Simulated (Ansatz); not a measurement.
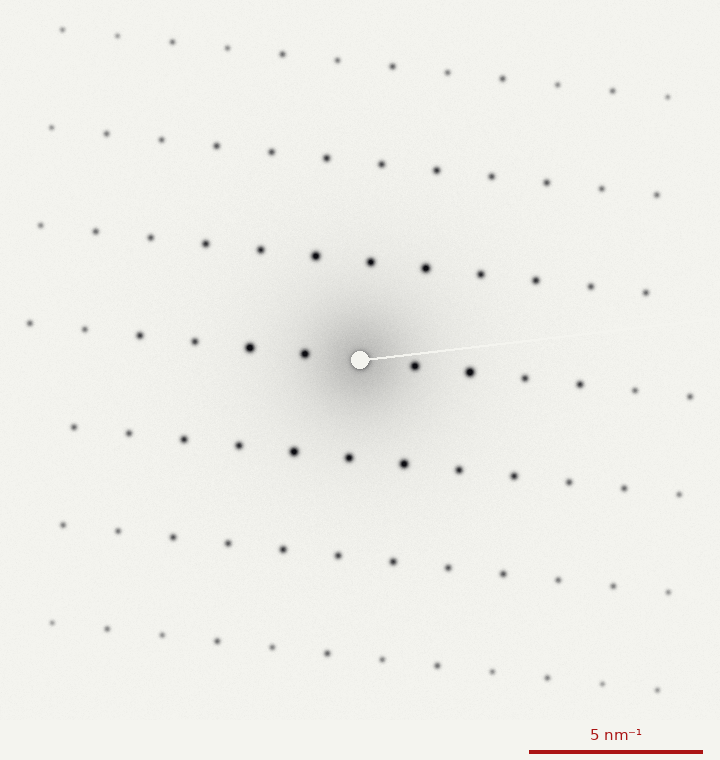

Kinematic zone-axis pattern, calculated for 200 keV electrons with B = 0.5 Å².

Phase: KLi, space group P-6m2 (No. 187), a = 4.05 Å, c = 6.23 Å (hexagonal axes). Structure: coordinates from a relaxation with DFT PBEsol, scalar-relativistic, plane waves, PAW in Ansatz; the starting structure was generated, so it need not be a known form of this composition.

Question: Which low-index zone axis gives this pattern?

Answer: The spots form a rectangular net whose two shortest vectors correspond to d = 6.23 Å and 3.50 Å, 90.0° apart. They index as 0 0 1 and 0 1 0, so the zone axis is ±[100] (or an equivalent direction of <100>).

Question: List the strongest reflections.

Answer: Strongest reflections with d > 1.03 Å, one of each family (|F|² from tabulated Gaussian fits of the electron scattering factors, times a small damping for the curvature of the Ewald sphere):

| hkl | d (Å) | I (strongest = 100) |
| --- | --- | --- |
| 0 0 2 | 3.115 | 100 |
| 0 1 1 | 3.054 | 80 |
| 0 0 1 | 6.230 | 69 |
| 0 1 0 | 3.504 | 59 |
| 0 1 2 | 2.328 | 30 |
| 0 1 3 | 1.786 | 26 |
